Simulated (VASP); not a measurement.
Data:

```
TcN
1.0
    2.76407     0.00000     0.00000
   -1.38204     2.39376     0.00000
    0.00000     0.00000     5.66276
Tc N
2 2
Direct
  0.00000   0.00000   0.00000
  0.00000   0.00000   0.50000
  0.66667   0.33333   0.75000
  0.33333   0.66667   0.25000
```

The numbers are results of PBEsol GGA, VASP's PBE PAW potentials (set 64) (plane waves; VASP), not measurements. Settings: 520 eV cut-off, 14×14×6 Γ-centred mesh, tetrahedra with Blöchl corrections, potentials Tc_pv N.

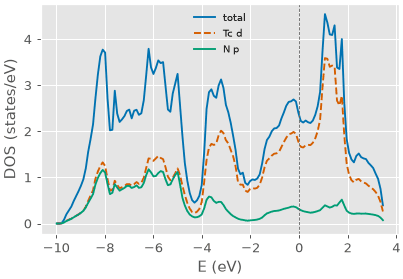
Figure. Total and projected density of states, zero at the Fermi level

Within 2 eV below the Fermi level the largest weight inside VASP's projection spheres is Tc d.

It has no gap at this level: it comes out as a metal or semimetal.

The structure comes from a computed database's TcN entry (P6_3/mmc); how it stands against other phases isn't given here. It was relaxed first.
